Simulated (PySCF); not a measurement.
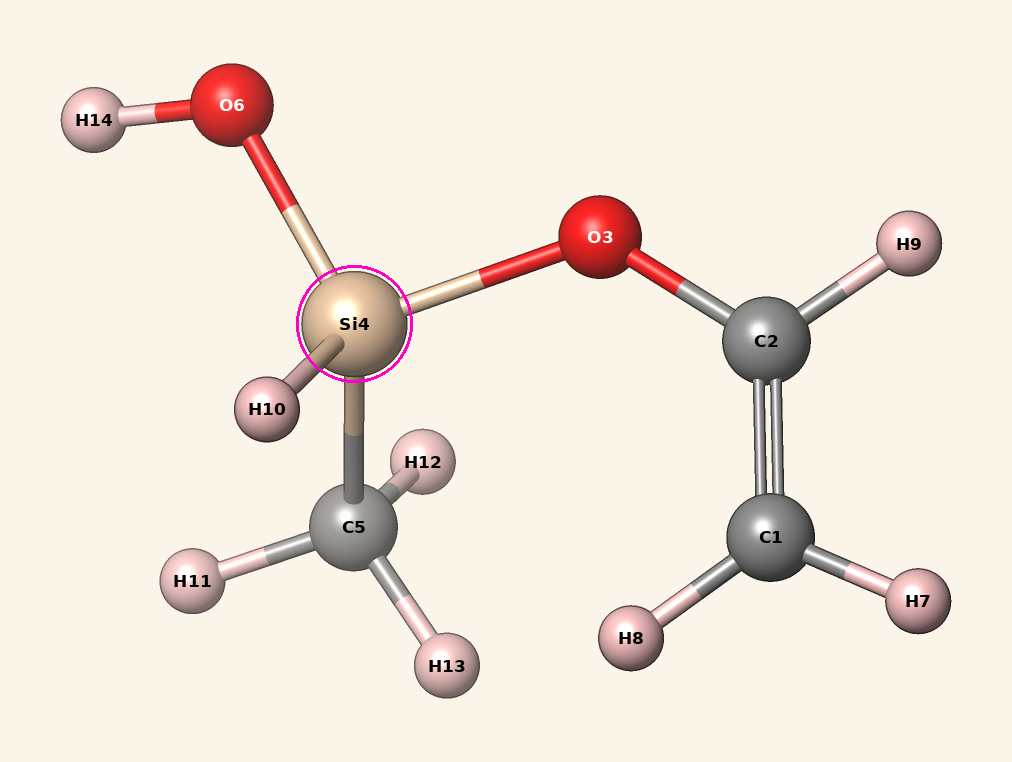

Atoms fade into the background with distance from the viewer. Circles mark the stereogenic atoms. The geometry was computed by an optimisation with PBE0-D3(BJ)/def2-SVP. No frequency run is at hand to confirm it as a minimum.

What are the Cahn–Ingold–Prelog descriptors?

Answer. Si4: R (priorities O3 > O6 > C5 > H10).

Write the isomeric SMILES.

Answer. C=CO[Si@H](C)O
